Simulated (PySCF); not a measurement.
```xyz
15
charge 0, multiplicity 1
C     2.2606   -0.2777    0.1890
C     0.9980   -0.4903    0.5108
C    -0.1703   -0.1456   -0.3611
C    -1.2222   -1.2556   -0.3447
Si   -0.9166    1.5110    0.1911
F    -2.1575    1.8609   -0.7683
Br    0.5443    3.1233   -0.1339
H     2.5416    0.1587   -0.7557
H     3.0664   -0.5243    0.8580
H     0.7425   -0.9221    1.4705
H     0.1917   -0.0257   -1.3903
H    -2.0696   -0.9943   -0.9755
H    -1.5872   -1.4303    0.6661
H    -0.7936   -2.1855   -0.7153
H    -1.4325    1.6056    1.5376
```

Describe the molecule in this file.

Formula C₄H₈BrFSi. As SMILES it reads `C=C[C@@H](C)[Si@H](F)Br`. It has no ring. Among its groups: alkene, Si–H bond. The point group is C1. Coordination: 2 C trigonal planar; 2 C tetrahedral; 1 Si tetrahedral.

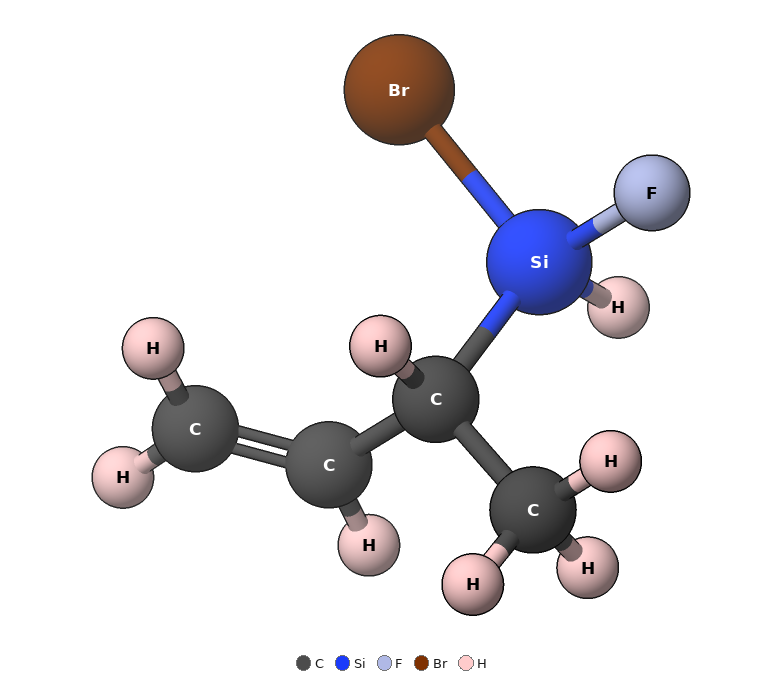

(Drawn from a calculation with PySCF.)
